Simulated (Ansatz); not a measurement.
# Run report: Si₂H₆F₂, single-point calculation

- system: Si₂H₆F₂
- method: RKS PBE0-D4/def2-TZVPP (Ansatz 0.2.0)

The geometry is the product side of a reaction. The reaction was set up to form Si1–H7 and Si2–H6 and to break Si1–Si2 and H6–H7 (atoms counted from 1 in the order of the input); sticks are drawn by distance alone. The geometry comes from this level: PBE0-D4/def2-TZVP.

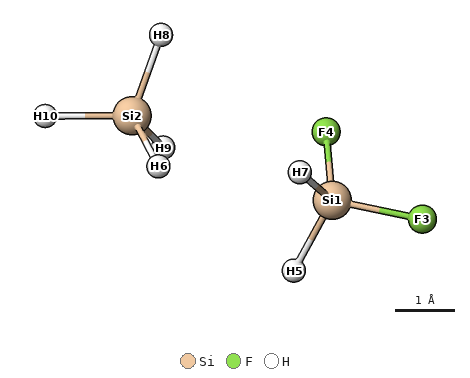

Figure 1. The input geometry (ball-and-stick view, seen at a tilt; atoms are numbered from 1 in the order of the input). Bond lengths as drawn: F–Si 1.59 Å and H–Si 1.47 to 1.49 Å.

### Key numbers

| quantity | value |
| --- | --- |
| outcome | converged |
| total energy | −21280.7696 eV |
| mean-field energy | −21280.6368 eV |
| dispersion energy | −0.1328 eV |
| SCF solution under orbital rotations | stable |
| HOMO | −9.86 eV |
| LUMO | 0.19 eV |
| hardware | 4 threads of Arm Neoverse V1, 23 GiB of memory available, shared host |
| wall time | 2.1 s (CPU time 7.8 s) |
| peak memory | 0.5 GiB |

### Input file
```yaml
crystal:
  periodic: [false, false, false]
  atoms:
    - {symbol: Si, position_ang: [-1.248880, 1.441576, 0.521312]}
    - {symbol: Si, position_ang: [1.294490, -1.440737, -0.498070]}
    - {symbol: F, position_ang: [-2.504545, 2.409927, 0.558687]}
    - {symbol: F, position_ang: [-1.583982, 0.262496, -0.488732]}
    - {symbol: H, position_ang: [-0.094523, 2.194787, -0.001229]}
    - {symbol: H, position_ang: [1.182755, -0.383454, 0.543256]}
    - {symbol: H, position_ang: [-1.060642, 0.870040, 1.866992]}
    - {symbol: H, position_ang: [0.232079, -2.452692, -0.284619]}
    - {symbol: H, position_ang: [1.153666, -0.822134, -1.838628]}
    - {symbol: H, position_ang: [2.629485, -2.079908, -0.379069]}
basis:
  gaussian: {orbitals: def2-TZVPP}
hamiltonian: {xc: pbe0, dispersion: d4}
output: {orbitals: {seedname: orbitals}}
```

Launch command:
```bash
ansatz run in.yaml --threads 4 --pin off --events-out ev --progress --plain --max-ram 9574MiB
```

### What the program printed
```
Functional definition: PBE0
  name "PBE0"
  cite "Adamo & Barone, J. Chem. Phys. 110, 6158 (1999) doi:10.1063/1.478522"
  cite "Perdew, Burke & Ernzerhof, Phys. Rev. Lett. 77, 3865 (1996) doi:10.1103/PhysRevLett.77.3865"
  parent pbe
  parameter a = 0.25
  parameter kappa = 0.804
  parameter beta = 0.06672455060314922
  exchange = (1 - a)*pbe_x(kappa = kappa, mu = beta*pi^2/3) + a*exact_x
  correlation = pbe_c(beta = beta)
1248 factors; their error is unknown
mean field evaluation 1: about -21278.1605 eV, gradient 4.2e1 eV
mean field evaluation 2: about -21275.4552 eV, gradient 6.3e1 eV
mean field evaluation 4: about -21280.5824 eV, gradient 7.6e-1 eV
mean field evaluation 8: about -21280.6367 eV, gradient 1.7e-1 eV
mean field evaluation 16: about -21280.6367 eV, gradient 1.0e-5 eV
mean field -21280.63672326 eV, -782.0489750462 hartree, gradient 1.0e-5 eV, S^2 0.000000; 0 other end points of the search recorded, 0 dependent functions left out
reference -21280.63675815 eV, -782.0489763282 hartree; 26, 26 occupied and 204, 204 virtual orbitals, 1248 factors
Total energy: -21280.76959030 eV, -782.0538578198 hartree
```

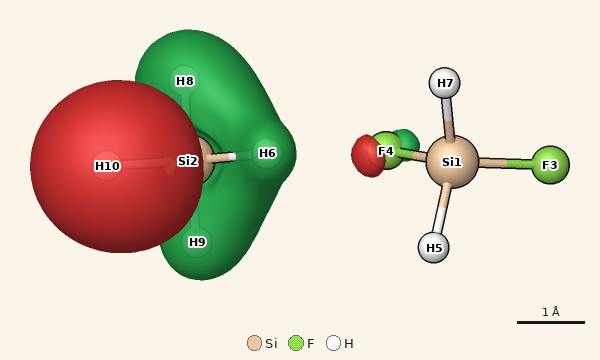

Figure 2. One frontier orbital at ±0.1 Å⁻³ᐟ² (green and red are the two phases), seen face on. The HOMO−1, at −9.90 eV. It lies mainly on Si2 (45 %), H10 (40 %) and H8 (10 %).

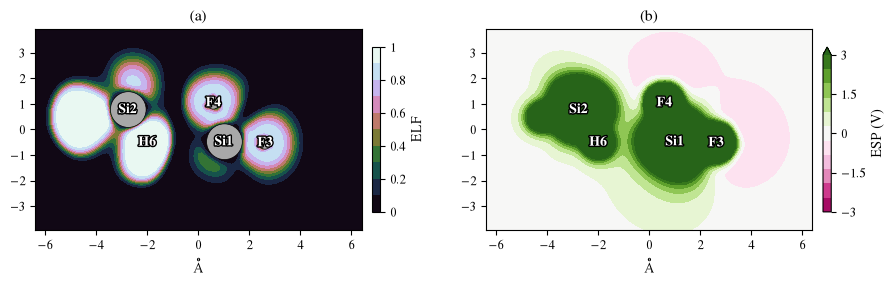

Figure 3. (a) ELF; (b) electrostatic potential on the plane of atoms F3, Si1 and F4. Grey discs, where drawn, cover atomic cores. Si–F (1.59 Å): the ELF peaks at about 0.85 between the atoms (a shared but strongly polarised pair). Si–H (1.49 Å): the ELF climbs to about 1 towards the hydrogen, as it does in any bond to H.

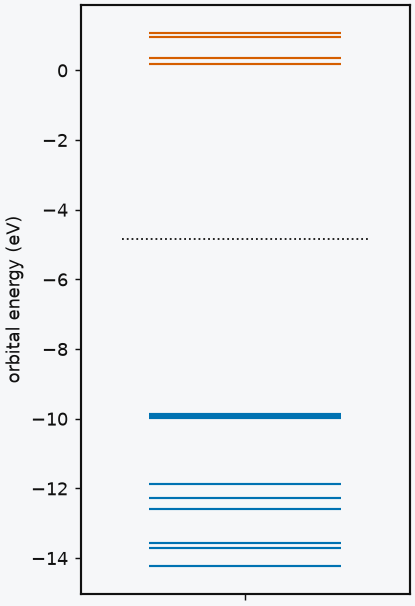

Figure 4. Orbital energies near the frontier; the dotted line parts filled from empty levels, and levels within 0.02 eV of each other stand side by side. Highest filled −9.86 eV, lowest empty 0.19 eV, 10.05 eV apart.
